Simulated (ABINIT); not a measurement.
# CsCaH3 (Pm-3m): a self-consistent loop beyond G0W0, cycle by cycle, part 3 of 3

Wanted: G0W0 and self-consistent gaps of CsCaH3 (Pm-3m), with the cost of the cycles.

ABINIT 10.8.3; LDA and many-body steps on it, plane waves. Known limits of the many-body steps: not at the basis limit; no spin-orbit coupling; coarse k mesh.

So far. Step 10 (evGW, cycle 1): Against G0W0 in ABINIT (2×2×2 mesh, 76 bands, screening to 106.1 eV, Godby-Needs plasmon pole), the gap moves by +0.987 eV. Step 13 (evGW, cycle 2): Against the cycle before, the gap moves by +0.080 eV.

## 15. Screening, 2×2×2 mesh, 76 bands, screening to 106.1 eV

This step: RPA screening on LDA from quasiparticle energies, plane waves, norm-conserving pseudopotentials.

run.abi

```
acell 3*1.0 Angstrom
rprim 
  4.621186000000 0.000000000000 0.000000000000
  0.000000000000 4.621186000000 0.000000000000
  0.000000000000 0.000000000000 4.621186000000
ntypat 3
znucl 55 20 1
natom 5
typat 1 2 3 3 3
xred 
  0.000000000000 0.000000000000 0.000000000000
  0.500000000000 0.500000000000 0.500000000000
  0.500000000000 0.000000000000 0.500000000000
  0.000000000000 0.500000000000 0.500000000000
  0.500000000000 0.500000000000 0.000000000000
pp_dirpath "pseudos"
pseudos "Cs.upf, Ca.upf, H.upf"
ecut 31
ngkpt 2 2 2
nshiftk 1
shiftk 0 0 0
kptopt 1
chksymbreak 0
istwfk *1
occopt 1
irdwfk 1
optdriver 3
nband 76
ecuteps 3.9
inclvkb 2
awtr 1
symchi 1
irdqps 1
gwcalctyp 10
nqptdm 3
qptdm 
  0.5000000000 0.0000000000 0.0000000000
  0.5000000000 0.5000000000 0.0000000000
  0.5000000000 0.5000000000 0.5000000000
indata_prefix "in"
outdata_prefix "out"
tmpdata_prefix "tmp"
```

mrgscr.stdin

```
2
merged
q0_SCR
out_SCR
1
```

Run with:

```sh
$ OMP_NUM_THREADS=1 mpirun -n 4 abinit run.abi > log; mrgscr < mrgscr.stdin
```

Numbers of over 12 decimals in the logs are rounded to 6 here.

The log of the run:

```text
.Version 10.8.3 of ABINIT. v10.8.2 released Aug 2026.

 Symmetries : space group Pm -3 m (#221); Bravais cP (primitive cubic)
[... echo of the input left out ...]
== DATASET  1 ==================================================================
-   mpi_nproc: 4, omp_nthreads: 1 (-1 if OMP is not activated)

--- !DatasetInfo
iteration_state: {dtset: 1, }
dimensions: {natom: 5, nkpt: 4, mband: 76, nsppol: 1, nspinor: 1, nspden: 1, mpw: 5520, }
cutoff_energies: {ecut:  31.0, pawecutdg:  -1.0, }
[...]
q-point number  1        q = ( 0.500000, 0.000000, 0.000000) [r.l.u.]
--------------------------------------------------------------------------------
[... chi0 elements left out ...]
  Average fulfillment of the sum rule on Im[epsilon] for q-point    2 :     86.42  [%]

--------------------------------------------------------------------------------
  q-point number  2        q = ( 0.500000, 0.500000, 0.000000) [r.l.u.]
--------------------------------------------------------------------------------
[... chi0 elements left out ...]
  Average fulfillment of the sum rule on Im[epsilon] for q-point    3 :     81.96  [%]

 [... 1 further q-points ...]
```

Elapsed: 3.7 s, on 4 MPI ranks of Arm Neoverse V2, shared host; peak memory 0.54 GiB; 14 s of CPU time.

This step gave:

```
plasma frequency                    : 17.53 eV
plane waves in the screening matrix : 251
```

This screening reads the quasiparticle levels of the cycle before.

## 16. evGW, cycle 3

This step: evGW on LDA, plane waves, norm-conserving pseudopotentials.

Edit run.abi of step 15 so:

```diff
@@ -26,12 +26,10 @@
 irdwfk 1
-optdriver 3
+optdriver 4
 nband 76
-ecuteps 3.9
-inclvkb 2
-awtr 1
-symchi 1
-irdqps 1
 gwcalctyp 10
-nqptdm 3
-qptdm 
+ecutsigx 31
+symsigma 1
+nkptgw 4
+kptgw 
+  0.0000000000 0.0000000000 0.0000000000
   0.5000000000 0.0000000000 0.0000000000
@@ -39,2 +37,11 @@
   0.5000000000 0.5000000000 0.5000000000
+bdgw 
+  6 23
+  6 23
+  6 23
+  6 23
+ecuteps 3.9
+irdscr 1
+ppmodel 1
+irdqps 1
 indata_prefix "in"
```

Run with:

```sh
$ OMP_NUM_THREADS=1 mpirun -n 4 abinit run.abi > log
```

The log of the run:

```text
.Version 10.8.3 of ABINIT. v10.8.2 released Aug 2026.

 Symmetries : space group Pm -3 m (#221); Bravais cP (primitive cubic)
[... echo of the input left out ...]
== DATASET  1 ==================================================================
-   mpi_nproc: 4, omp_nthreads: 1 (-1 if OMP is not activated)

--- !DatasetInfo
iteration_state: {dtset: 1, }
dimensions: {natom: 5, nkpt: 4, mband: 76, nsppol: 1, nspinor: 1, nspden: 1, mpw: 5520, }
cutoff_energies: {ecut:  31.0, pawecutdg:  -1.0, }
[...]
.  kptgw no:  2; Maximum DeltaE = (   0.006   0.000) for band index: 17
.  kptgw no:  3; Maximum DeltaE = (   0.005  -0.000) for band index: 17
.  kptgw no:  4; Maximum DeltaE = (   0.005  -0.000) for band index: 16

== END DATASET(S) ==============================================================
================================================================================

 -outvars: echo values of variables after computation  --------
           etotal      0.0000000000E+00
            nband          76
             nkpt           4
          spgroup         221
 [... the other variables as echoed above ...]

 Calculation completed.
```

It took 22 s on 4 MPI ranks; peak memory 1.1 GiB; 89 s of CPU time.

Numbers from this step:

```yaml
quasiparticle_gap_on_the_mesh: 6.161 eV
gap_of_the_density_functional_on_the_mesh: 2.810 eV
k_of_the_valence_top: 0.5, 0.5, 0
k_of_the_conduction_bottom: 0.5, 0.5, 0
least_direct_quasiparticle_gap_on_the_computed_points: 6.161 eV
```

Against the cycle before, the gap moves by +0.010 eV.

## 17. Screening, 2×2×2 mesh, 76 bands, screening to 106.1 eV

This step: RPA screening on LDA, plane waves, norm-conserving pseudopotentials.

Edit run.abi of step 16 so:

```diff
@@ -26,22 +26,13 @@
 irdwfk 1
-optdriver 4
+optdriver 3
 nband 76
+ecuteps 3.9
+inclvkb 2
+awtr 1
+symchi 1
 gwcalctyp 10
-ecutsigx 31
-symsigma 1
-nkptgw 4
-kptgw 
-  0.0000000000 0.0000000000 0.0000000000
-  0.5000000000 0.0000000000 0.0000000000
-  0.5000000000 0.5000000000 0.0000000000
-  0.5000000000 0.5000000000 0.5000000000
-bdgw 
-  6 23
-  6 23
-  6 23
-  6 23
-ecuteps 3.9
-irdscr 1
-ppmodel 1
-irdqps 1
+mbpt_sciss 3.412 eV
+nqptdm 1
+qptdm 
+  0 0 0
 indata_prefix "in"
```

The log of the run:

```text
.Version 10.8.3 of ABINIT. v10.8.2 released Aug 2026.

 Symmetries : space group Pm -3 m (#221); Bravais cP (primitive cubic)
[... echo of the input left out ...]
== DATASET  1 ==================================================================
-   mpi_nproc: 4, omp_nthreads: 1 (-1 if OMP is not activated)

--- !DatasetInfo
iteration_state: {dtset: 1, }
dimensions: {natom: 5, nkpt: 4, mband: 76, nsppol: 1, nspinor: 1, nspden: 1, mpw: 5520, }
cutoff_energies: {ecut:  31.0, pawecutdg:  -1.0, }
[...]
[... chi0 elements left out ...]
 For q-point:  0.000010 0.000020 0.000030
  dielectric constant =   3.0840
  dielectric constant without local fields =   3.3736

  Average fulfillment of the sum rule on Im[epsilon] for q-point    1 :     75.56  [%]
[... wings left out ...]
== END DATASET(S) ==============================================================
================================================================================

 -outvars: echo values of variables after computation  --------
           etotal      0.0000000000E+00
            nband          76
             nkpt           4
          spgroup         221
 [... the other variables as echoed above ...]

 Calculation completed.
```

It took 5 s on 4 MPI ranks; peak memory 0.61 GiB; 20 s of CPU time.

This step gave:

```yaml
eps_infinity_with_local_fields_on_this_mesh_along_the_program_s_q_direction: 3.084
the_same_without_local_fields: 3.374
plasma_frequency: 17.53 eV
plane_waves_in_the_screening_matrix: 251
```

This screening uses the functional's bands under a rigid shift, the mean opening of the cycle before.

## 18. Screening, 2×2×2 mesh, 76 bands, screening to 106.1 eV

This step: RPA screening on LDA from quasiparticle energies, plane waves, norm-conserving pseudopotentials.

Edit run.abi of step 17 so:

```diff
@@ -32,7 +32,9 @@
 symchi 1
+irdqps 1
 gwcalctyp 10
-mbpt_sciss 3.412 eV
-nqptdm 1
+nqptdm 3
 qptdm 
-  0 0 0
+  0.5000000000 0.0000000000 0.0000000000
+  0.5000000000 0.5000000000 0.0000000000
+  0.5000000000 0.5000000000 0.5000000000
 indata_prefix "in"
```

mrgscr.stdin is that of step 15.

Run with:

```sh
$ OMP_NUM_THREADS=1 mpirun -n 4 abinit run.abi > log; mrgscr < mrgscr.stdin
```

The log of the run:

```text
.Version 10.8.3 of ABINIT. v10.8.2 released Aug 2026.

 Symmetries : space group Pm -3 m (#221); Bravais cP (primitive cubic)
[... echo of the input left out ...]
== DATASET  1 ==================================================================
-   mpi_nproc: 4, omp_nthreads: 1 (-1 if OMP is not activated)

--- !DatasetInfo
iteration_state: {dtset: 1, }
dimensions: {natom: 5, nkpt: 4, mband: 76, nsppol: 1, nspinor: 1, nspden: 1, mpw: 5520, }
cutoff_energies: {ecut:  31.0, pawecutdg:  -1.0, }
[...]
q-point number  1        q = ( 0.500000, 0.000000, 0.000000) [r.l.u.]
--------------------------------------------------------------------------------
[... chi0 elements left out ...]
  Average fulfillment of the sum rule on Im[epsilon] for q-point    2 :     86.46  [%]

--------------------------------------------------------------------------------
  q-point number  2        q = ( 0.500000, 0.500000, 0.000000) [r.l.u.]
--------------------------------------------------------------------------------
[... chi0 elements left out ...]
  Average fulfillment of the sum rule on Im[epsilon] for q-point    3 :     81.99  [%]

 [... 1 further q-points ...]
```

Run time: 3.7 s. Hardware: 4 MPI ranks; peak memory 0.54 GiB; 14 s of CPU time.

Numbers from this step:

```yaml
plasma_frequency: 17.53 eV
plane_waves_in_the_screening_matrix: 251
```

This screening reads the quasiparticle levels of the cycle before.

## 19. evGW, cycle 4

This step: evGW on LDA, plane waves, norm-conserving pseudopotentials.

Edit run.abi of step 18 so:

```diff
@@ -26,12 +26,10 @@
 irdwfk 1
-optdriver 3
+optdriver 4
 nband 76
-ecuteps 3.9
-inclvkb 2
-awtr 1
-symchi 1
-irdqps 1
 gwcalctyp 10
-nqptdm 3
-qptdm 
+ecutsigx 31
+symsigma 1
+nkptgw 4
+kptgw 
+  0.0000000000 0.0000000000 0.0000000000
   0.5000000000 0.0000000000 0.0000000000
@@ -39,2 +37,11 @@
   0.5000000000 0.5000000000 0.5000000000
+bdgw 
+  6 23
+  6 23
+  6 23
+  6 23
+ecuteps 3.9
+irdscr 1
+ppmodel 1
+irdqps 1
 indata_prefix "in"
```

Run with:

```sh
$ OMP_NUM_THREADS=1 mpirun -n 4 abinit run.abi > log
```

The log of the run:

```text
.Version 10.8.3 of ABINIT. v10.8.2 released Aug 2026.

 Symmetries : space group Pm -3 m (#221); Bravais cP (primitive cubic)
[... echo of the input left out ...]
== DATASET  1 ==================================================================
-   mpi_nproc: 4, omp_nthreads: 1 (-1 if OMP is not activated)

--- !DatasetInfo
iteration_state: {dtset: 1, }
dimensions: {natom: 5, nkpt: 4, mband: 76, nsppol: 1, nspinor: 1, nspden: 1, mpw: 5520, }
cutoff_energies: {ecut:  31.0, pawecutdg:  -1.0, }
[...]
.  kptgw no:  2; Maximum DeltaE = (   0.001  -0.001) for band index: 18
.  kptgw no:  3; Maximum DeltaE = (   0.001  -0.000) for band index: 14
.  kptgw no:  4; Maximum DeltaE = (   0.001  -0.000) for band index: 16

== END DATASET(S) ==============================================================
================================================================================

 -outvars: echo values of variables after computation  --------
           etotal      0.0000000000E+00
            nband          76
             nkpt           4
          spgroup         221
 [... the other variables as echoed above ...]

 Calculation completed.
```

Wall time 22 s (4 MPI ranks); peak memory 1.1 GiB; 89 s of CPU time.

This step gave:

| Quantity | Value |
| --- | --- |
| quasiparticle gap on the mesh | 6.163 eV |
| gap of the density functional on the mesh | 2.810 eV |
| k of the valence top | 0.5, 0.5, 0 |
| k of the conduction bottom | 0.5, 0.5, 0 |
| least direct quasiparticle gap on the computed points | 6.163 eV |

Against the cycle before, the gap moves by +0.002 eV.

## 20. Side by side

Times are wall times on 4 MPI ranks of Arm Neoverse V2, shared host, good to a factor of about two. A run's time includes the screening step that it read.

```
           run   mesh  bands  screening cutoff (eV)  DFT gap (eV)  gap on the mesh (eV)  direct (eV)  ε∞ used  time
          G0W0  2×2×2     76                  106.1         2.810                 5.084        5.084     4.34  11 s
evGW0, cycle 1  2×2×2     76                  106.1         2.810                 5.641        5.641     4.34  29 s
evGW0, cycle 2  2×2×2     76                  106.1         2.810                 5.484        5.484     4.34  29 s
evGW0, cycle 3  2×2×2     76                  106.1         2.810                 5.490        5.490     4.34  28 s
 evGW, cycle 1  2×2×2     76                  106.1         2.810                 6.071        6.071     3.24  31 s
 evGW, cycle 2  2×2×2     76                  106.1         2.810                 6.151        6.151     3.10  31 s
 evGW, cycle 3  2×2×2     76                  106.1         2.810                 6.161        6.161     3.09  31 s
 evGW, cycle 4  2×2×2     76                  106.1         2.810                 6.163        6.163     3.08  31 s
```

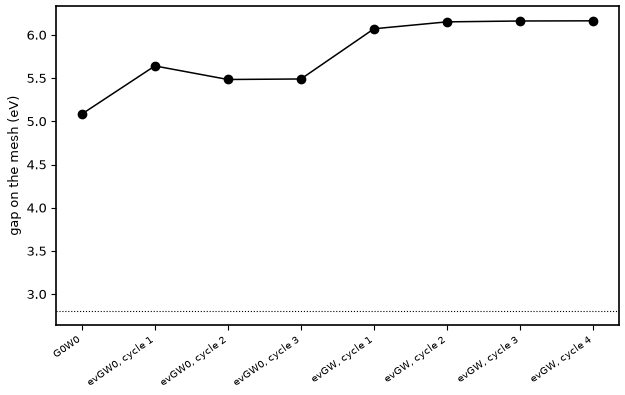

The gap through the cycles; the dotted line is the starting gap.

## 21. Results

```yaml
g0w0: 5.084 eV
evgw0_cycle_1: 5.641 eV
evgw0_cycle_2: 5.484 eV
evgw0_cycle_3: 5.490 eV
evgw_cycle_1: 6.071 eV
evgw_cycle_2: 6.151 eV
evgw_cycle_3: 6.161 eV
evgw_cycle_4: 6.163 eV
known_limits: not at the basis limit; no spin-orbit coupling; coarse k mesh
```

In words: Only the bands that the input lists are updated; the others, empty or deep, keep the functional's energies or take a rigid shift. The evGW loop starts from the last levels of evGW0, so its cycles and time come on top of those. evGW0 ends at 5.49 eV, +0.41 eV from G0W0, after 3 cycles that took 69 s beside the first screening; the last moved the gap by 0.006 eV. evGW ends at 6.16 eV, +1.08 eV from G0W0, after 4 cycles that took 2.1 min beside the first screening; the last moved the gap by 0.002 eV. The first cycle of evGW0 takes the full correction, without the factor Z, so it overshoots the one-shot value. Bands and cutoff are finite, so the gap is not at the basis limit. The miss can reach some tenths of an eV and take either sign; the mesh is an error of its own. The 2×2×2 mesh is coarse for this cell, which bears on the long-range parts of exchange and screening. This is the ideal cubic cell; many perovskites, halides above all, are cubic only on average, and local tilts or off-centring can widen the gap. In the updated screening the q = 0 part is built from Kohn-Sham bands under a rigid shift, the other q from the quasiparticle levels. The many-body steps are scalar-relativistic: spin-orbit coupling is not in them.

[Paths, hosts, dates, memory and timing lines, banners, echoed tables and standing remarks are left out of the program output.]

[Logs are printed without paths, hosts, clocks, repeated set-up lines and the standing remarks that a program may print on its own settings, such as how far it seeks lower states.]

[Runs of the session that timed out or met a known fault of the program may be left out.]

[Hosts, paths, dates, database ids (printed as entryN), source tags and the programs' standing remarks are cut or masked in the printed files.]

[G0W0 gaps are taken among the corrected bands and points alone; a level outside them can change the order at an edge.]

[Where Ansatz stands beside ABINIT at settings called matched, ABINIT's density can come from a denser mesh and the files from another edition; pairs whose starting gaps differed by over 0.03 eV were left out, so agreement reads better than it is.]
